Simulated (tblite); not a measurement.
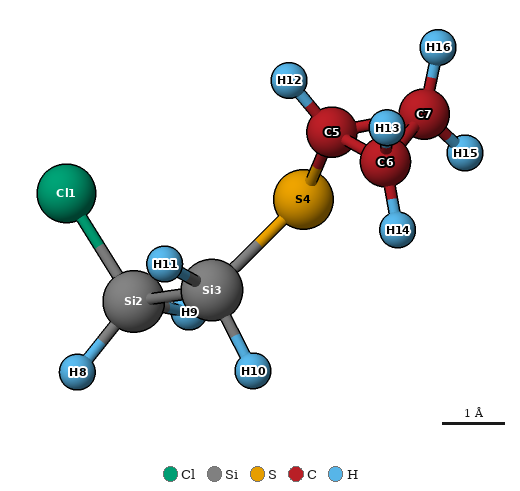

*The starting structure (ball-and-stick view, seen at a tilt; atoms are numbered from 1 in the order of the input).*

Bond lengths as drawn: Cl–Si 2.09 Å, C–C 1.51 to 1.52 Å, C–H 1.10 to 1.12 Å, C–S 1.79 Å, H–Si 1.46 to 1.48 Å, Si–Si 2.23 Å and S–Si 2.13 Å.

## Geometry relaxation, with input and output: C$_{3}$H$_{9}$ClSSi$_{2}$ (part 1 of 4)

System: C$_{3}$H$_{9}$ClSSi$_{2}$.
Method: GFN2-xTB geometry optimisation, gas phase (tblite 0.8.0).

It belongs to a series of runs on one base structure; here: constitutional isomer.

Input file
```
{"job": {"kind": "relax", "xc": "GFN2-xTB", "basis": "xTB"}, "charge": 0, "multiplicity": 1}
Cl     3.447400     2.465400     0.017800
Si     3.462500     0.380800     0.070600
Si     1.535700    -0.466900    -0.676400
S      0.065700     0.090400     0.760900
C     -1.545100     0.502900     0.099000
C     -2.485200    -0.559700    -0.414100
C     -2.664200    -0.015500     0.983500
H      4.601500    -0.124900    -0.695900
H      3.616200     0.005900     1.489300
H      1.698700    -1.929800    -0.642300
H      1.162200     0.048900    -1.990600
H     -1.672500     1.507200    -0.363400
H     -3.317200    -0.298100    -1.087400
H     -2.085900    -1.599100    -0.550700
H     -2.406300    -0.751900     1.779300
H     -3.421100     0.753400     1.208900
```

The first line tells a small driver script what to run in tblite; the rest is the geometry in Å.

Launched with:
```bash
OMP_NUM_THREADS=1 python <driver script> task.json out
```

What the program printed
```
step      E/eV     max force
  0    -606.32895    1.570
  1    -606.46335    0.793
  2    -606.55560    0.468
  3    -606.57951    0.463
  4    -606.63571    0.460
  5    -606.66290    0.430
  6    -606.68873    0.369
  7    -606.70203    0.274
  8    -606.71168    0.274
  9    -606.71963    0.211
 10    -606.72766    0.227
 11    -606.73337    0.184
 12    -606.73774    0.190
 13    -606.74231    0.181
 14    -606.74742    0.215
 15    -606.75270    0.199
 16    -606.75780    0.214
 17    -606.76260    0.178
 18    -606.76773    0.204
 19    -606.77429    0.214
 20    -606.78247    0.262
 21    -606.79146    0.350
 22    -606.80056    0.315
 23    -606.80947    0.253
 24    -606.81708    0.216
 25    -606.82354    0.182
 26    -606.83020    0.232
 27    -606.83739    0.221
 28    -606.84439    0.254
 29    -606.84988    0.222
 30    -606.85308    0.129
 31    -606.85495    0.091
 32    -606.85647    0.102
 33    -606.85778    0.092
 34    -606.85878    0.070
 35    -606.85952    0.071
 36    -606.86020    0.082
 37    -606.86098    0.087
 38    -606.86205    0.064
 39    -606.86261    0.048
 40    -606.86306    0.048
 41    -606.86347    0.053
 42    -606.86412    0.076
 43    -606.86506    0.091
 44    -606.86619    0.082
 45    -606.86712    0.069
 46    -606.86772    0.049
 47    -606.86813    0.050
 48    -606.86849    0.054
 49    -606.86885    0.060
 50    -606.86927    0.065
 51    -606.86984    0.090
 52    -606.87053    0.089
 53    -606.87122    0.065
 54    -606.87180    0.063
 55    -606.87230    0.061
 56    -606.87279    0.065
 57    -606.87326    0.056
 58    -606.87365    0.054
 59    -606.87395    0.043
 60    -606.87426    0.052
 61    -606.87463    0.054
 62    -606.87497    0.049
 63    -606.87519    0.037
 64    -606.87531    0.033
 65    -606.87542    0.038
 66    -606.87557    0.040
 67    -606.87580    0.058
 68    -606.87609    0.064
 69    -606.87637    0.053
 70    -606.87661    0.037
 71    -606.87690    0.056
 72    -606.87739    0.086
 73    -606.87827    0.121
 74    -606.87969    0.138
 75    -606.88151    0.118
 76    -606.88340    0.121
 77    -606.88531    0.101
 78    -606.88717    0.191
 79    -606.88567    0.202
 80    -606.88998    0.129
 81    -606.89120    0.113
 82    -606.89408    0.104
 83    -606.89513    0.108
 84    -606.89822    0.104
 85    -606.89965    0.100
 86    -606.90135    0.105
 87    -606.90273    0.118
 88    -606.90411    0.080
 89    -606.90531    0.087
 90    -606.90686    0.090
 91    -606.90835    0.098
 92    -606.91037    0.083
 93    -606.91167    0.070
 94    -606.91226    0.058
 95    -606.91249    0.067
 96    -606.91302    0.050
 97    -606.91349    0.044
 98    -606.91457    0.046
 99    -606.91534    0.052
100    -606.91633    0.072
101    -606.91703    0.070
102    -606.91828    0.075
103    -606.91887    0.087
104    -606.91965    0.067
105    -606.92024    0.064
106    -606.92090    0.065
107    -606.92168    0.094
108    -606.92277    0.118
109    -606.92389    0.101
110    -606.92487    0.087
111    -606.92567    0.066
112    -606.92581    0.106
113    -606.92680    0.060
114    -606.92731    0.053
115    -606.92888    0.057
116    -606.92959    0.054
117    -606.93070    0.051
118    -606.93078    0.103
119    -606.93143    0.062
120    -606.93185    0.053
121    -606.93307    0.054
122    -606.93414    0.074
123    -606.93487    0.079
124    -606.93550    0.067
125    -606.93615    0.056
126    -606.93676    0.060
127    -606.93728    0.066
128    -606.93781    0.050
129    -606.93841    0.069
130    -606.93903    0.074
131    -606.93970    0.061
132    -606.94024    0.047
133    -606.94054    0.041
134    -606.94090    0.045
135    -606.94130    0.047
136    -606.94179    0.052
137    -606.94223    0.048
138    -606.94277    0.043
139    -606.94334    0.041
140    -606.94401    0.054
141    -606.94477    0.076
142    -606.94551    0.066
143    -606.94602    0.037
144    -606.94632    0.042
145    -606.94650    0.040
146    -606.94687    0.064
147    -606.94726    0.061
148    -606.94831    0.056
149    -606.94880    0.056
150    -606.94981    0.076
151    -606.95103    0.071
152    -606.95191    0.126
153    -606.95321    0.104
154    -606.95458    0.087
155    -606.95585    0.071
156    -606.95660    0.040
157    -606.95708    0.040
158    -606.95736    0.036
159    -606.95759    0.026
160    -606.95769    0.020
161    -606.95779    0.016
162    -606.95789    0.019
163    -606.95800    0.029
164    -606.95814    0.035
165    -606.95834    0.036
166    -606.95864    0.038
167    -606.95902    0.049
168    -606.95941    0.053
169    -606.95976    0.049
170    -606.96010    0.044
171    -606.96049    0.045
172    -606.96084    0.044
173    -606.96109    0.031
174    -606.96126    0.029
175    -606.96143    0.029
176    -606.96163    0.035
177    -606.96180    0.031
178    -606.96191    0.017
179    -606.96196    0.016
180    -606.96202    0.019
181    -606.96208    0.018
182    -606.96218    0.020
183    -606.96230    0.030
184    -606.96249    0.040
185    -606.96284    0.046
186    -606.96351    0.052
187    -606.96456    0.081
188    -606.96604    0.113
189    -606.96750    0.118
190    -606.96892    0.136
191    -606.97052    0.119
192    -606.97166    0.060
193    -606.97242    0.068
194    -606.97284    0.062
195    -606.97290    0.102
196    -606.97330    0.032
197    -606.97344    0.031
198    -606.97355    0.025
199    -606.97360    0.019
200    -606.97365    0.023
201    -606.97371    0.017
202    -606.97380    0.025
203    -606.97393    0.030
204    -606.97405    0.029
205    -606.97414    0.021
206    -606.97421    0.018
207    -606.97426    0.020
208    -606.97431    0.018
209    -606.97437    0.020
210    -606.97444    0.017
211    -606.97452    0.018
212    -606.97457    0.015
213    -606.97461    0.011
214    -606.97463    0.011
215    -606.97465    0.011
216    -606.97467    0.011
217    -606.97469    0.009
```

Trajectory as extended XYZ (Å, eV, eV/Å), 50 of the 218 frames kept, from step=0 to step=217
```
16
Properties=species:S:1:pos:R:3:forces:R:3 step=0 energy=-606.32895
Cl    3.4474    2.4654    0.0178    0.1170  -0.8660  -0.0110
Si    3.4625    0.3808    0.0706    0.8740   1.1020   0.6980
Si    1.5357   -0.4669   -0.6764   -0.5960  -0.3940  -0.7090
S     0.0657    0.0904    0.7609    0.0070   0.1460   0.2530
C    -1.5451    0.5029    0.0990   -0.8800  -0.0170  -0.4130
C    -2.4852   -0.5597   -0.4141   -0.3540  -0.4740   0.0710
C    -2.6642   -0.0155    0.9835    0.3430  -0.1700   0.1260
H     4.6015   -0.1249   -0.6959    0.0530   0.1410   0.0700
H     3.6162    0.0059    1.4893    0.1900   0.1420  -0.1900
H     1.6987   -1.9298   -0.6423   -0.2960   0.0910  -0.1860
H     1.1622    0.0489   -1.9906   -0.2070  -0.1900   0.0060
H    -1.6725    1.5072   -0.3634    0.4100  -0.7360   0.6130
H    -3.3172   -0.2981   -1.0874    0.9120  -0.0880  -0.0310
H    -2.0859   -1.5991   -0.5507   -0.5430   1.1450   0.2720
H    -2.4063   -0.7519    1.7793   -0.2020   1.1350  -0.4800
H    -3.4211    0.7534    1.2089    0.1710  -0.9670  -0.0890
16
Properties=species:S:1:pos:R:3:forces:R:3 step=4 energy=-606.63571
Cl    3.4688    2.4168    0.0165    0.1100   0.3150  -0.0170
Si    3.4937    0.4252    0.1008   -0.1230  -0.3640  -0.0020
Si    1.5333   -0.4708   -0.7011   -0.0290   0.0680  -0.1060
S     0.0602    0.1054    0.7640    0.2890  -0.1100   0.0440
C    -1.5587    0.4716    0.0883   -0.1640   0.0920   0.1130
C    -2.5183   -0.5654   -0.3968    0.2330  -0.1350  -0.3100
C    -2.6652   -0.0175    0.9715   -0.0310   0.0380   0.1780
H     4.6106   -0.0990   -0.6808    0.1160   0.0930   0.0320
H     3.6512    0.0225    1.4923    0.1770   0.0600   0.1070
H     1.6530   -1.9331   -0.6723   -0.2160   0.0630  -0.1540
H     1.1207    0.0283   -2.0131   -0.1330  -0.1480   0.0730
H    -1.6329    1.4680   -0.3140    0.0910   0.1400  -0.0400
H    -3.2528   -0.2926   -1.1335    0.0350   0.1270  -0.2270
H    -2.1224   -1.5542   -0.5230   -0.0470  -0.3320   0.0620
H    -2.3991   -0.6644    1.7844    0.1280  -0.0570   0.2480
H    -3.4499    0.6681    1.2054   -0.4340   0.1510  -0.0010
16
Properties=species:S:1:pos:R:3:forces:R:3 step=9 energy=-606.71963
Cl    3.5050    2.4272    0.0136    0.0310  -0.0810   0.0030
Si    3.4947    0.4058    0.1147    0.0170   0.0510  -0.0570
Si    1.5232   -0.4660   -0.7256    0.0380   0.0710   0.1570
S     0.0841    0.0959    0.7746   -0.1960   0.0120   0.0770
C    -1.5672    0.4740    0.1151    0.2010  -0.0140   0.0400
C    -2.4976   -0.5752   -0.4063    0.0060   0.0380   0.1590
C    -2.6900   -0.0149    0.9756   -0.0170   0.0130  -0.0700
H     4.6413   -0.0652   -0.6647    0.0120   0.0200   0.0290
H     3.7088    0.0451    1.5162    0.0390   0.0320  -0.0190
H     1.5785   -1.9246   -0.7268   -0.0930  -0.0940  -0.0970
H     1.0624   -0.0079   -2.0236   -0.1220   0.0440  -0.1080
H    -1.5960    1.4720   -0.2989   -0.0350  -0.0310  -0.0400
H    -3.1921   -0.2741   -1.1849    0.1360  -0.0510   0.1330
H    -2.1509   -1.5939   -0.4998    0.0530   0.0520   0.0070
H    -2.3829   -0.6222    1.8173   -0.1460  -0.0380  -0.1040
H    -3.5289    0.6330    1.1922    0.0750  -0.0250  -0.1100
16
Properties=species:S:1:pos:R:3:forces:R:3 step=13 energy=-606.74231
Cl    3.5252    2.4221    0.0124    0.0010   0.0220  -0.0150
Si    3.5003    0.4054    0.1127   -0.0280  -0.0360  -0.0090
Si    1.5094   -0.4579   -0.7178   -0.0770  -0.0410  -0.0450
S     0.0702    0.0884    0.8050    0.1610  -0.0120   0.0770
C    -1.5520    0.4786    0.1320   -0.0690  -0.0630  -0.0300
C    -2.4727   -0.5795   -0.3898    0.0130  -0.0200  -0.0960
C    -2.6958   -0.0084    0.9711    0.0450   0.0020   0.0220
H     4.6584   -0.0517   -0.6559   -0.0090  -0.0260  -0.0200
H     3.7372    0.0608    1.5174   -0.0140   0.0080  -0.0530
H     1.5296   -1.9282   -0.7688   -0.0420   0.1070  -0.0170
H     1.0199   -0.0147   -2.0296   -0.0100   0.0360   0.1770
H    -1.5912    1.4676   -0.3067    0.0250  -0.0630   0.0250
H    -3.1456   -0.2756   -1.1745   -0.0680   0.0180  -0.1190
H    -2.1438   -1.6022   -0.4878    0.1520   0.0200   0.0790
H    -2.4130   -0.6251    1.8092   -0.0790  -0.0240   0.0750
H    -3.5439    0.6293    1.1599   -0.0030   0.0720  -0.0510
16
Properties=species:S:1:pos:R:3:forces:R:3 step=18 energy=-606.76773
Cl    3.5449    2.4178    0.0028   -0.0360   0.0070  -0.0450
Si    3.4959    0.3979    0.0960    0.0200   0.0020  -0.0260
Si    1.4789   -0.4533   -0.7014    0.1280   0.0830   0.0970
S     0.0889    0.0808    0.8601   -0.1460   0.0250  -0.0380
C    -1.5327    0.4618    0.1537    0.0400   0.0070   0.0400
C    -2.4441   -0.5892   -0.3939    0.0500  -0.0050   0.0380
C    -2.7021   -0.0091    0.9620   -0.0710  -0.0070  -0.0440
H     4.6682   -0.0517   -0.6576   -0.0680  -0.0520  -0.0610
H     3.7586    0.0778    1.4993   -0.0520  -0.0440   0.0100
H     1.4598   -1.9078   -0.8201    0.0130  -0.1290   0.0450
H     0.9585    0.0106   -1.9794   -0.0810   0.1780  -0.0400
H    -1.5711    1.4407   -0.3040    0.1020   0.0400   0.0980
H    -3.1061   -0.2866   -1.1964    0.1460  -0.1420   0.0020
H    -2.0756   -1.6007   -0.4498   -0.0510  -0.0440  -0.0620
H    -2.4859   -0.6325    1.8174   -0.0010   0.0650  -0.0130
H    -3.5437    0.6523    1.0998    0.0050   0.0160  -0.0010
16
Properties=species:S:1:pos:R:3:forces:R:3 step=22 energy=-606.80056
Cl    3.5569    2.4137   -0.0324   -0.0240   0.0100  -0.0590
Si    3.5006    0.3962    0.0707   -0.0310  -0.0520   0.0380
Si    1.4548   -0.4385   -0.6696   -0.1200   0.0080  -0.1140
S     0.0907    0.0718    0.9298    0.0800  -0.1330   0.1620
C    -1.5110    0.4444    0.2035    0.0420  -0.0110  -0.1730
C    -2.3826   -0.6147   -0.3918    0.0090  -0.0390   0.0310
C    -2.7358   -0.0190    0.9327    0.2020   0.2260   0.0870
H     4.6558   -0.0789   -0.6931   -0.0770  -0.0370  -0.0650
H     3.7653    0.0817    1.4759   -0.0320  -0.0400  -0.0040
H     1.3668   -1.8956   -0.8700    0.0750   0.1260   0.0780
H     0.8489    0.1182   -1.8871    0.0770   0.0550   0.1030
H    -1.4967    1.4206   -0.2588   -0.0980   0.0780   0.0430
H    -2.9962   -0.3573   -1.2429    0.0960   0.0050  -0.0480
H    -1.9926   -1.6194   -0.4131   -0.0590  -0.0840   0.0280
H    -2.5925   -0.6083    1.8253    0.0350  -0.0300  -0.0400
H    -3.5402    0.6942    1.0097   -0.1750  -0.0820  -0.0670
16
Properties=species:S:1:pos:R:3:forces:R:3 step=27 energy=-606.83739
Cl    3.5549    2.4026   -0.0840    0.0040  -0.0410  -0.0300
Si    3.4879    0.3847    0.0518   -0.0620  -0.0570  -0.0260
Si    1.4104   -0.4119   -0.6460    0.1190   0.1290   0.1340
S     0.1027    0.0237    1.0165   -0.1860   0.0120  -0.0310
C    -1.4708    0.4332    0.2241   -0.0640  -0.0070   0.1110
C    -2.3251   -0.6390   -0.3823    0.1030   0.0770  -0.0420
C    -2.7313    0.0083    0.9099   -0.1000  -0.1420  -0.0850
H     4.6106   -0.1185   -0.7477   -0.1010   0.0010   0.0130
H     3.7557    0.0671    1.4564    0.0130  -0.0040  -0.0380
H     1.3209   -1.8531   -0.8817    0.0300  -0.0210  -0.0240
H     0.7781    0.2414   -1.7881   -0.0020   0.0330  -0.0500
H    -1.4539    1.4238   -0.2142    0.0660  -0.1130  -0.0640
H    -2.8734   -0.4170   -1.2893    0.0350   0.0860   0.0940
H    -1.9467   -1.6527   -0.3638   -0.0350   0.0730   0.1220
H    -2.6603   -0.5808    1.8126    0.0890   0.0370  -0.0360
H    -3.5672    0.6972    0.9141    0.0910  -0.0620  -0.0490
16
Properties=species:S:1:pos:R:3:forces:R:3 step=31 energy=-606.85495
Cl    3.5598    2.3842   -0.1266    0.0150   0.0100  -0.0210
Si    3.4696    0.3717    0.0348    0.0160   0.0330   0.0370
Si    1.3786   -0.3769   -0.6095   -0.0590  -0.0070   0.0090
S     0.0880   -0.0108    1.0844   -0.0210   0.0390   0.0200
C    -1.4519    0.4253    0.2619   -0.0250  -0.0100  -0.0500
C    -2.2669   -0.6504   -0.3801   -0.0660  -0.0570   0.0260
C    -2.7446    0.0022    0.8788   -0.0090   0.0330   0.0460
H     4.5654   -0.1465   -0.7836   -0.0430  -0.0390  -0.0240
H     3.7589    0.0603    1.4335    0.0390  -0.0110   0.0130
H     1.2812   -1.8112   -0.9058    0.0190   0.0610  -0.0150
H     0.7228    0.3294   -1.7131    0.0390  -0.0190   0.0160
H    -1.4100    1.4015   -0.2002    0.0740  -0.0020  -0.0330
H    -2.7760   -0.4396   -1.3079    0.0120   0.0420  -0.0220
H    -1.9050   -1.6629   -0.2997    0.0450  -0.0440  -0.0330
H    -2.7071   -0.5607    1.7965    0.0210  -0.0610   0.0280
H    -3.5704    0.6933    0.8253   -0.0570   0.0330   0.0030
16
Properties=species:S:1:pos:R:3:forces:R:3 step=35 energy=-606.85952
Cl    3.5629    2.3833   -0.1379    0.0260   0.0170  -0.0070
Si    3.4664    0.3738    0.0399   -0.0050  -0.0010   0.0090
Si    1.3701   -0.3671   -0.5966    0.0240   0.0220   0.0300
S     0.0774   -0.0087    1.0950    0.0180   0.0050   0.0230
C    -1.4558    0.4224    0.2592   -0.0020  -0.0060   0.0300
C    -2.2704   -0.6581   -0.3762    0.0170   0.0370  -0.0120
C    -2.7494    0.0039    0.8801    0.0060  -0.0150  -0.0360
H     4.5441   -0.1594   -0.7936   -0.0380  -0.0260  -0.0080
H     3.7675    0.0553    1.4342    0.0450   0.0080   0.0130
H     1.2864   -1.7954   -0.9088   -0.0070  -0.0030  -0.0100
H     0.7278    0.3386   -1.7057    0.0020   0.0100   0.0000
H    -1.3913    1.3955   -0.2085   -0.0280  -0.0310  -0.0310
H    -2.7629   -0.4318   -1.3110   -0.0170  -0.0500   0.0280
H    -1.8987   -1.6696   -0.2967   -0.0330   0.0310  -0.0450
H    -2.7009   -0.5655    1.7968   -0.0330   0.0480  -0.0350
H    -3.5808    0.6918    0.8185    0.0230  -0.0440   0.0510
```
